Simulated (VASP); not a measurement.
Band structure of Te$_{4}$Mo$_{3}$S$_{2}$. Level of theory: PBEsol GGA, VASP's PBE PAW potentials (set 64) (plane waves; VASP).

The cell holds a wide vacuum, so values per volume refer to the whole cell. Unless said otherwise, spin-orbit coupling is left out, though it shifts the bands of the heavy elements here.

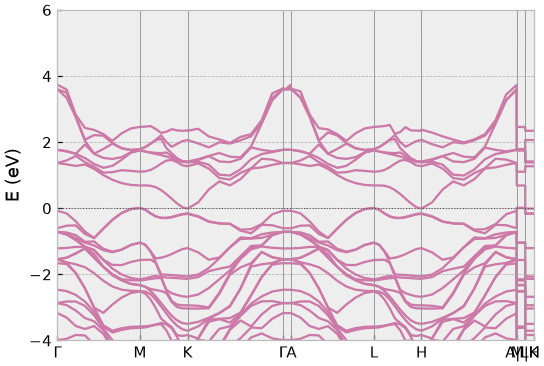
*Bands along high-symmetry lines, zero at the valence-band maximum or, without a gap, the Fermi level*

Problem. Read the plot: is there a gap, and where are the band edges?

Solution. It has no gap at this level: it comes out as a metal or semimetal. (Edges off the drawn lines would not show.)

The cell is a sheet with vacuum, built from a database entry that may be metastable or hypothetical.
